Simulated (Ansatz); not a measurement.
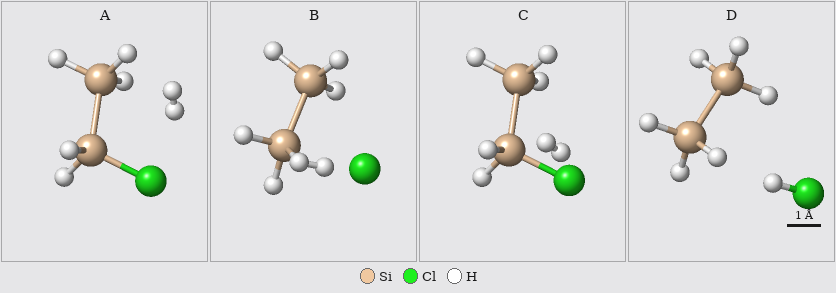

4 geometries from a converged minimum-energy path of Si$_{2}$H$_{7}$Cl, made up at the start of Si2H5Cl and H₂, shuffled. Style: ball-and-stick. Shown at a tilt.

These are results of Ansatz, RKS PBE-D4/6-31G*, not measurements. Run with 9 movable images; climbing image; force threshold 0.03 eV/Å; iteration limit 60; starting path through a guess of the saddle point.

**One of them is the converged climbing image. Which?**

B. In order along the path, whose images run from 0 to 10: A (image 1, −0.2 kJ/mol), C (image 3, +0.4 kJ/mol), B (image 6, +211.6 kJ/mol), D (image 10, +70.2 kJ/mol). Breaking: H–H (0.75 → 1.97 Å), Cl–Si (2.09 → 4.05 Å). Forming: Cl–H (3.10 → 1.30 Å), H–Si (4.44 → 1.51 Å).

Limits of the set-up: the start holds two separate molecules, 3.1 Å apart at their closest, whose relative position is a soft coordinate.

The run took 15 min on 1 thread of Arm Neoverse V1, on a shared host, peak memory 0.11 GiB.
